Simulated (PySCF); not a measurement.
# H6Re (Re(H)6): the cost of one run

The runs use PySCF 2.14.0; several levels, as the steps say, no spin–orbit coupling.

2 further runs of the same task are left out: 1 for a known fault of the program, 1 that didn't finish.

### 1 Starting geometry

7 atoms, charge 0, spin multiplicity 2.

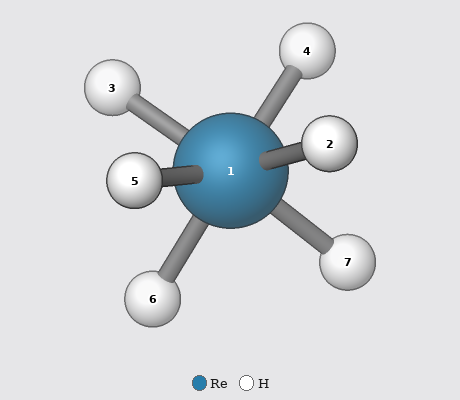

The geometry (rhenium blue, hydrogen white); atoms are numbered from 1 in the order of the file.

Coordinates:

```xyz
7
H6Re
Re    0.0000    0.0000    0.0000
H     0.6032    0.3239    1.5293
H     0.3239    0.6032   -1.5293
H     1.5293   -0.6032   -0.3239
H    -0.6032    1.5293    0.3239
H    -1.5293   -0.3239   -0.6032
H    -0.3239   -1.5293    0.6032
```

Formal oxidation states: Re +6. An earlier session relaxed this geometry at PBE0, Re def2-SVP with ECP60, H def2-SVP (doublet, point group D3h).

At PBE0 on the finer grid: E = -81.694106 Eh, HOMO -8.01 eV, LUMO -3.90 eV (over both spins), ⟨S²⟩ = 0.773, Mulliken charge on Re1 +0.56 e, largest force component 0.006 eV/Å. 

Levels to run: B3LYP; TPSSh; M06-L; revPBE; PBE0, TZVP; PBE0, x2c-SVP. Hardware: 2 threads of Arm Neoverse V2, shared host.

### 2 B3LYP

run.py (the lines that set the calculation)

```python
mol = gto.M(atom='''
Re     0.00000     0.00000     0.00000
H      0.60319     0.32392     1.52929
H      0.32392     0.60319    -1.52929
H      1.52929    -0.60319    -0.32392
H     -0.60319     1.52929     0.32392
H     -1.52929    -0.32392    -0.60319
H     -0.32392    -1.52929     0.60319''',
    basis={'Re': 'def2-SVP', 'H': 'def2-SVP'},
    ecp={'Re': 'def2-SVP'},
    charge=0, spin=1)
mf = dft.UKS(mol, xc='B3LYP')
mf.grids.atom_grid = (75, 302)
mf = mf.density_fit()  # fitting sets: Re def2-universal-JKFIT, H def2-universal-JKFIT
mf.conv_tol = 1e-08; mf.max_cycle = 55
mf.kernel(dm0)  # dm0: the density of the relaxed state
```

Run with:

```sh
> OMP_NUM_THREADS=2 python run.py
```

**Question.** How long does this run take on 2 threads of Arm Neoverse V2, shared host?

About 2.3 s.
